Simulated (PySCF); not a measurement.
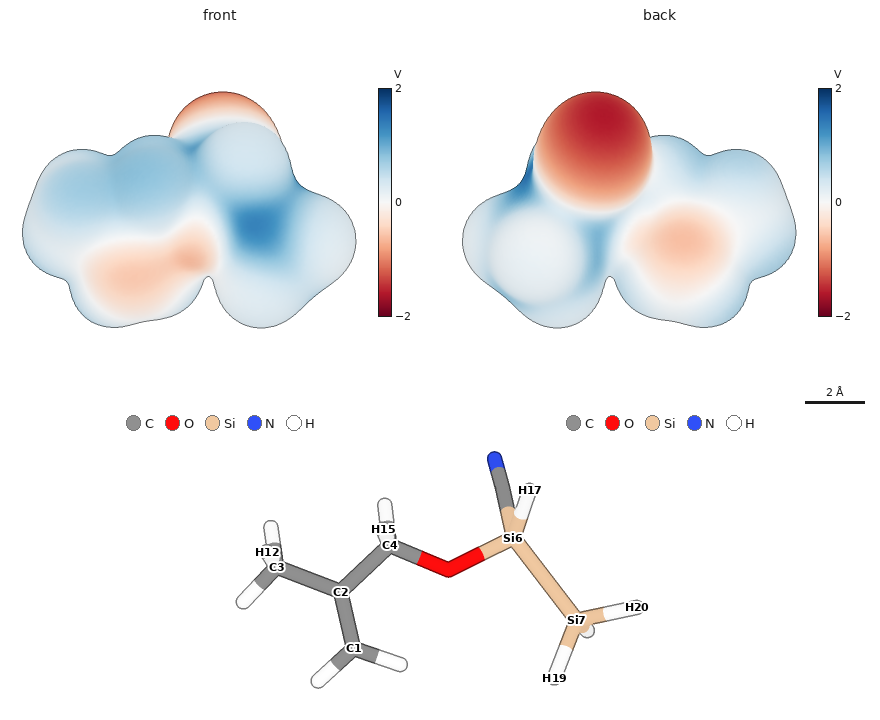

The picture shows: C5H11NOSi2. The electrostatic potential painted on the density surface at 0.001 e/bohr³, seen from the front and from behind; red is negative and blue positive. The bare structure is drawn below in the same view.

Geometry: GFN2-xTB.

These are results of PySCF, PBE0/pcSseg-1, SCF density, gas phase, non-relativistic, not measurements.

```xyz
20

C    -1.3409   -0.7394   -1.6046
C    -1.7809   -0.3386   -0.4245
C    -3.2238   -0.0671   -0.1269
C    -0.8608   -0.1093    0.7460
O     0.4747   -0.3622    0.4229
Si    1.8452    0.2588    1.0179
Si    3.4260   -0.4671   -0.4833
C     1.6729    2.1324    1.0579
N     1.5433    3.2716    1.0457
H    -0.2961   -0.9249   -1.7814
H    -2.0091   -0.8967   -2.4332
H    -3.5772   -0.7227    0.6684
H    -3.3541    0.9614    0.2080
H    -3.8339   -0.2287   -1.0108
H    -1.1547   -0.7675    1.5758
H    -0.9734    0.9266    1.0938
H     1.9807   -0.0152    2.4611
H     3.8342    0.5887   -1.4138
H     3.0008   -1.6181   -1.2838
H     4.6219   -0.8714    0.2617
```

Question: Describe the electrostatic potential map.

Answer: The most negative region (about −1.6 V, or −37 kcal/mol for a unit charge) lies over N9, the most positive (about +1.4 V, or +32 kcal/mol for a unit charge) over Si6. N9 is the likeliest acceptor of a hydrogen bond.

Question: What dipole moment does the calculation give?

Answer: Its dipole moment is 3.19 D.
